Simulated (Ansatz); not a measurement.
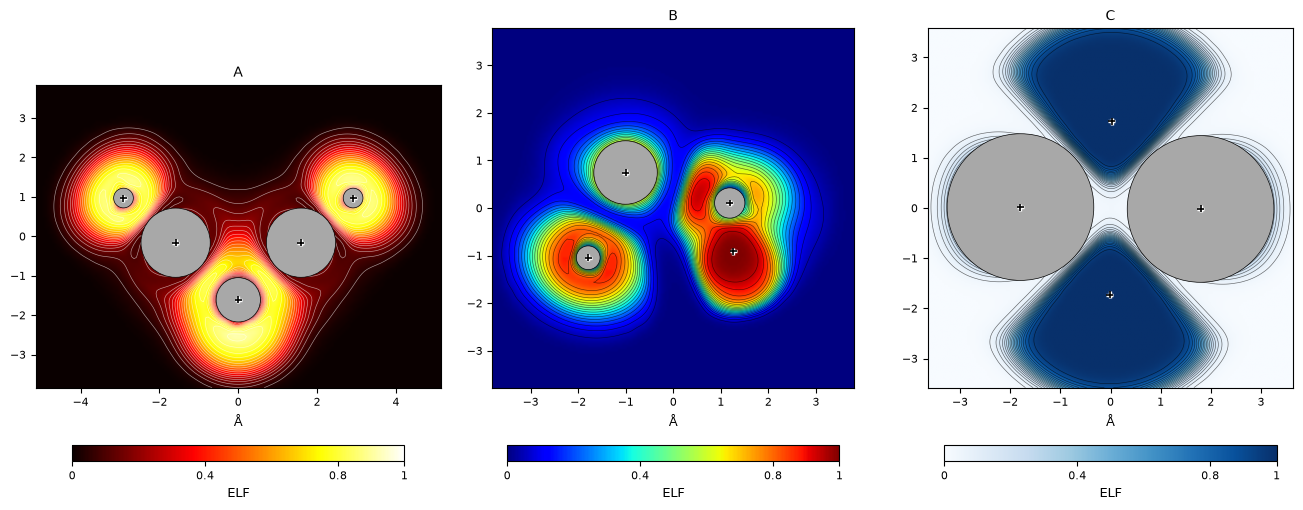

The electron localisation function of 3 systems, each on a plane through atoms (crosses mark nuclei in the plane; grey discs cover the cores).

The calculation used RKS PBE0-D4/def2-TZVP (Ansatz).

System 1: H2K2, the molecular plane. Geometry: r2SCAN-D4/def2-TZVP.

```xyz
4

K    -1.7759    0.2197    0.1428
K     1.7760   -0.2197   -0.1414
H    -0.2099   -1.7161    0.0479
H     0.2098    1.7161   -0.0493
```

System 2: F2SZn2, the molecular plane. Geometry: PBE0-D4/def2-SVP.

```xyz
5

Zn    1.0956   -1.1316   -0.2689
Zn   -1.1377    1.1207   -0.0540
S    -0.2083   -0.0540   -1.5981
F     2.1708   -2.0310    0.7636
F    -1.9205    2.0959    1.1574
```

System 3: F3H3InN (In(NH3)F3), the plane of atoms In1, N2 and H3. Geometry: PBE0-D4/def2-SVP; core potentials replace the inner electrons of In.

```csv
atom,x (Å),y (Å),z (Å)
In,-0.0028,0.0035,-1.1824
N,0.0024,-0.0029,1.1004
H,-0.6241,0.7177,1.4617
H,0.9423,0.1783,1.4555
H,-0.3080,-0.9085,1.4550
F,1.9057,0.3575,-1.4325
F,-1.2637,1.4802,-1.4255
F,-0.6517,-1.8258,-1.4322
```

Match each panel to its system.

Panel A is system 2, F2SZn2: the plane holds Zn, S and F. Zn–F (1.74 Å): the ELF peaks at about 0.80 in the valence shell of F, 0.5 Å from its nucleus, and is about 0.15 at the midpoint. Panel B is system 3, F3H3InN: the plane holds In, N, H and F. In–F (1.96 Å): the ELF peaks at about 0.80 in the valence shell of F, 0.5 Å from its nucleus, and drops to about 0.15 between the two atoms. Panel C is system 1, H2K2: the plane holds K and H. K–K (3.59 Å): the ELF is about 0.05 at the midpoint.
